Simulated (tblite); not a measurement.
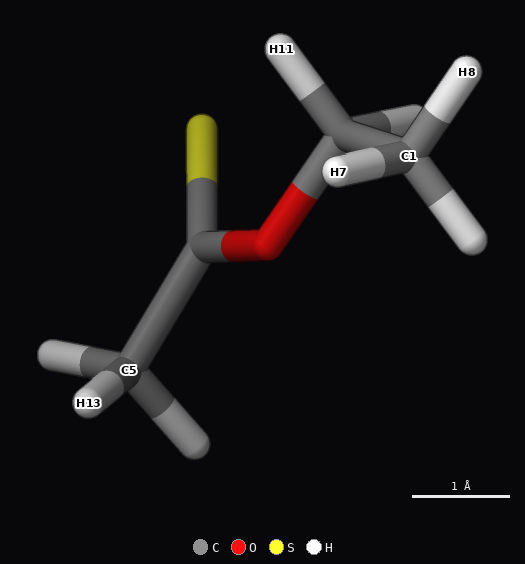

**Figure 1.** The structure as given in the input (stick view, seen at a tilt; atoms are numbered from 1 in the order of the input). Bond lengths as drawn: C–C 1.49 to 1.52 Å, C–H 1.09 to 1.10 Å, C–O 1.32 to 1.42 Å and C–S 1.63 Å.

C$_{4}$H$_{8}$OS: frequency calculation

- system: C$_{4}$H$_{8}$OS (o-ethyl ethanethioate), SMILES CCOC(C)=S
- method: GFN2-xTB harmonic vibrations, gas phase (tblite 0.8.0)

The input
```
{"job": {"kind": "ir", "xc": "GFN2-xTB", "basis": "xTB"}, "charge": 0, "multiplicity": 1}
C     -2.260771     0.395915    -0.348384
C     -1.103361    -0.537604    -0.047865
O      0.094686     0.230705    -0.011114
C      1.235528    -0.391276     0.229955
C      2.416738     0.523977     0.212761
S      1.361383    -1.994965     0.500129
H     -2.326019     1.168139     0.413550
H     -3.188101    -0.168891    -0.363441
H     -2.117592     0.871708    -1.314941
H     -1.003571    -1.313715    -0.816452
H     -1.231974    -1.038666     0.919449
H      3.250346     0.066005     0.735961
H      2.159912     1.478759     0.666580
H      2.711440     0.708963    -0.820519
```

The first line tells a small driver script what to run in tblite; the rest is the geometry in Å.

Hardware: 1 CPU thread, shared host.

Run as:
```bash
OMP_NUM_THREADS=1 python <driver script> task.json out
```

Log
```
mode    cm-1     km/mol
  1      12.0      0.26
  2      61.7      0.35
  3     150.8      3.42
  4     165.7      4.49
  5     225.7      1.52
  6     294.6      4.60
  7     376.1      0.28
  8     473.0      6.01
  9     524.7      1.15
 10     767.7      5.83
 11     825.3      3.88
 12     910.5      3.83
 13     992.6     18.49
 14    1010.9      8.88
 15    1085.9     31.97
 16    1117.1      7.28
 17    1137.5     10.75
 18    1221.6    115.70
 19    1235.6      3.40
 20    1311.7    366.20
 21    1331.7    124.50
 22    1377.2     28.94
 23    1403.1      2.46
 24    1442.2      7.85
 25    1450.4      0.49
 26    1470.3      1.05
 27    1474.5      5.29
 28    1490.0      4.99
 29    2910.4     20.39
 30    2933.8     16.44
 31    2998.6      2.62
 32    3030.5      4.45
 33    3049.8     20.58
 34    3051.7     11.77
 35    3058.4     18.22
 36    3065.4      8.35
ZPE 295.709  H(298)-E 319.198  G(298)-E 209.469 kJ/mol  S 368.03 J/(mol K)
```

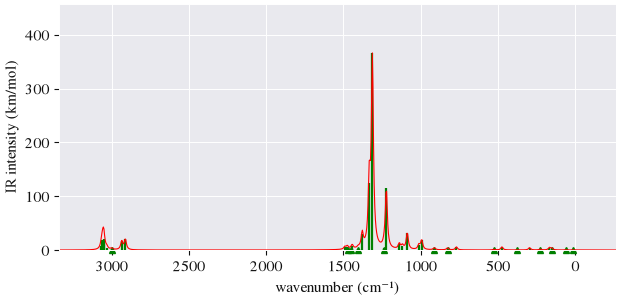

**Figure 2.** Harmonic infrared spectrum, unscaled: sticks (degenerate modes added up, dark ones marked on the axis) with a Lorentzian envelope of 16 cm⁻¹ full width, scaled to the tallest stick. 36 modes from 12 to 3065 cm⁻¹, none imaginary. The strongest line is at 1312 cm⁻¹ (366 km/mol).

Key numbers

- outcome: converged
- total energy: −542.8593 eV
- zero-point energy: 70.6760 kcal/mol
- wall time: 0.64 s
- peak memory: 0.19 GiB
